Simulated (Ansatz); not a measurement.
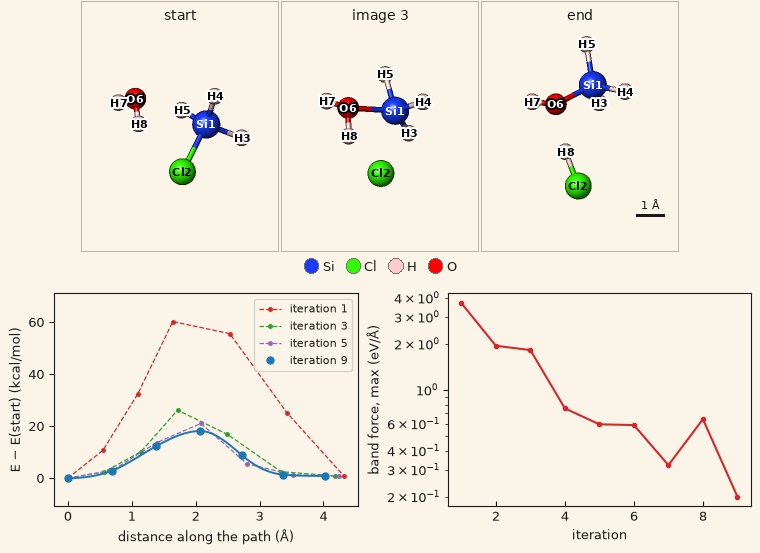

A search for the minimum-energy path of SiH5OCl, made up at the start of SiH3Cl and H2O by the nudged elastic band. Images are numbered from 0 (start) to 6 (end). The plot follows the band through its iterations. A ball-and-stick model, seen at a tilt.

The calculation used Ansatz 0.2.0, RKS PBE/def2-SVP. Settings: 5 movable images; climbing image; force threshold 0.2 eV/Å; iteration limit 60; starting path through a guess of the saddle point.

### Judge this run.

The run met only a loose threshold, so the barrier can't be trusted yet. The band converged in 9 iterations. The largest component of the band force went from 3.7 to 0.2 eV/Å. The climbing image converged on the top of the path. Its curvatures weren't checked. The force threshold is so loose that the height of the top is at best an upper bound. The first iteration put the highest image at 60.2 kcal/mol. The energy climbs by 18.1 kcal/mol to image 3 and then falls by 17.3 kcal/mol, so the end point sits at +0.8 kcal/mol.

Limits of the set-up: the start holds two separate molecules, 2.5 Å apart at their closest, whose relative position is a soft coordinate and is computed without a dispersion correction.

Cost: 89 s on 1 thread of Arm Neoverse V1, on a shared host, peak memory 0.15 GiB.
